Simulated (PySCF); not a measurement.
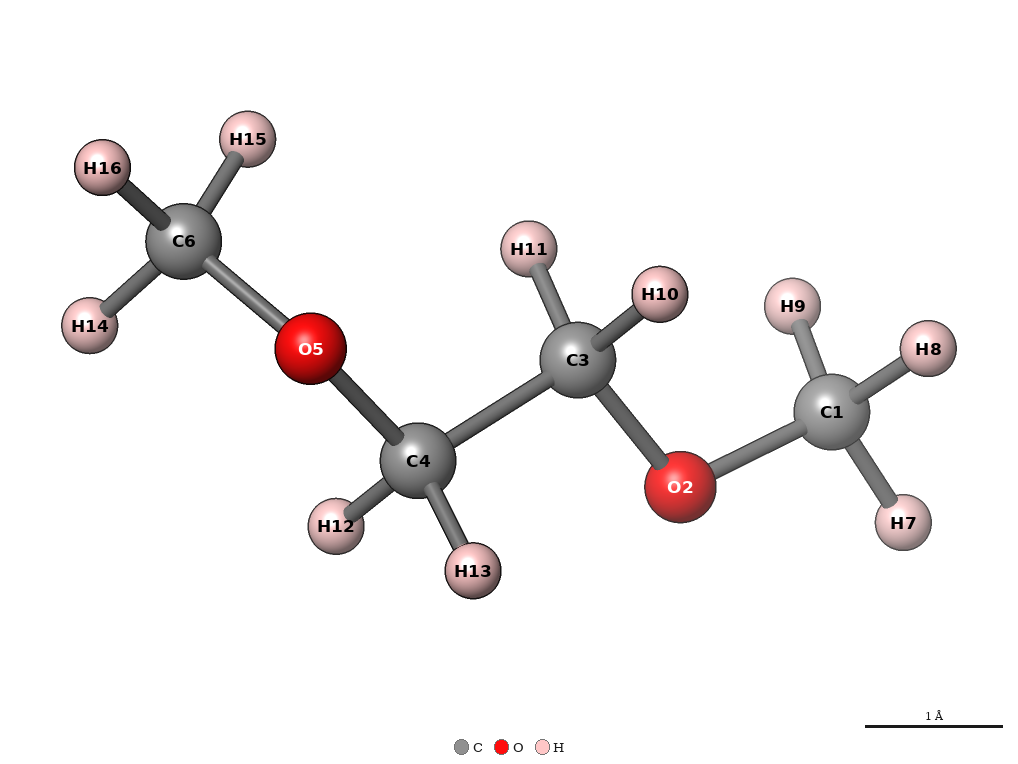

Orthographic view. Depth is shown by fading: the farther an atom, the more it takes the colour of the background. The geometry was computed by an optimisation with PBE0-D3(BJ)/def2-SVP. No frequency run is at hand to confirm it as a minimum.

Write a MOL file (V2000) with the atoms in numerical order, bonds sorted by atom number with the orders drawn, and coordinates in the frame of the picture: x right, y up, z towards the viewer, origin at the mean position.

```
C4H10O2
                    3D

 16 15  0  0  0  0  0  0  0  0999 V2000
    2.4000   -0.3800   -1.3000 C   0  0  0  0  0  0  0  0  0  0  0  0
    1.2900   -0.9300   -0.6600 O   0  0  0  0  0  0  0  0  0  0  0  0
    0.5400   -0.0000    0.0500 C   0  0  0  0  0  0  0  0  0  0  0  0
   -0.6300   -0.7400    0.6900 C   0  0  0  0  0  0  0  0  0  0  0  0
   -1.4200    0.0800    1.5000 O   0  0  0  0  0  0  0  0  0  0  0  0
   -2.3400    0.8700    0.8200 C   0  0  0  0  0  0  0  0  0  0  0  0
    2.9200   -1.1900   -1.8300 H   0  0  0  0  0  0  0  0  0  0  0  0
    3.1100    0.0800   -0.5800 H   0  0  0  0  0  0  0  0  0  0  0  0
    2.1100    0.3900   -2.0400 H   0  0  0  0  0  0  0  0  0  0  0  0
    1.1400    0.4800    0.8500 H   0  0  0  0  0  0  0  0  0  0  0  0
    0.1800    0.8100   -0.6100 H   0  0  0  0  0  0  0  0  0  0  0  0
   -1.2300   -1.2200   -0.1100 H   0  0  0  0  0  0  0  0  0  0  0  0
   -0.2300   -1.5400    1.3200 H   0  0  0  0  0  0  0  0  0  0  0  0
   -3.0300    0.2500    0.2000 H   0  0  0  0  0  0  0  0  0  0  0  0
   -1.8800    1.6200    0.1500 H   0  0  0  0  0  0  0  0  0  0  0  0
   -2.9400    1.4100    1.5700 H   0  0  0  0  0  0  0  0  0  0  0  0
  1  2  1  0
  1  7  1  0
  1  8  1  0
  1  9  1  0
  2  3  1  0
  3  4  1  0
  3 10  1  0
  3 11  1  0
  4  5  1  0
  4 12  1  0
  4 13  1  0
  5  6  1  0
  6 14  1  0
  6 15  1  0
  6 16  1  0
M  END
```
